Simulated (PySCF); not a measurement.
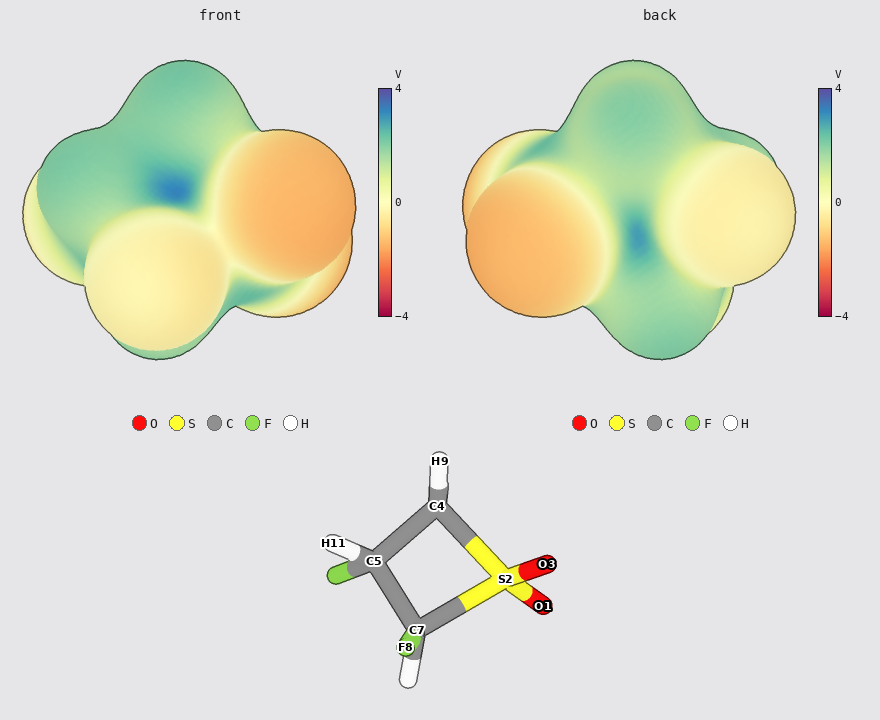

C₃H₄F₂O₂S. The molecular electrostatic potential painted on the density surface at 0.004 e/bohr³, seen from the front and from behind; red is negative and blue positive. The bare structure is drawn below in the same view.

Geometry: GFN2-xTB.

Level of theory: PySCF 2.14.0, PBE0/pcSseg-1, SCF density, gas phase, non-relativistic.

```yaml
atoms:
  - { symbol: O, position_ang: [-1.9242, 1.2657, 0.5677] }
  - { symbol: S, position_ang: [-1.1810, 0.4919, -0.3741] }
  - { symbol: O, position_ang: [-1.7379, 0.2487, -1.6643] }
  - { symbol: C, position_ang: [0.5991, 0.9445, -0.4299] }
  - { symbol: C, position_ang: [0.9580, -0.3435, 0.3090] }
  - { symbol: F, position_ang: [1.4595, -0.0817, 1.5558] }
  - { symbol: C, position_ang: [-0.4183, -1.0179, 0.4168] }
  - { symbol: F, position_ang: [-0.5251, -2.1350, -0.3354] }
  - { symbol: H, position_ang: [0.9760, 1.0002, -1.4442] }
  - { symbol: H, position_ang: [0.8416, 1.8383, 0.1353] }
  - { symbol: H, position_ang: [1.6940, -0.9768, -0.1995] }
  - { symbol: H, position_ang: [-0.7406, -1.2352, 1.4367] }
```

Question: Describe the electrostatic potential map.

Answer: The most negative region (about −1.5 V) lies over O1 and O3, the most positive (about +2.9 V) over S2, C4, C5 and C7.
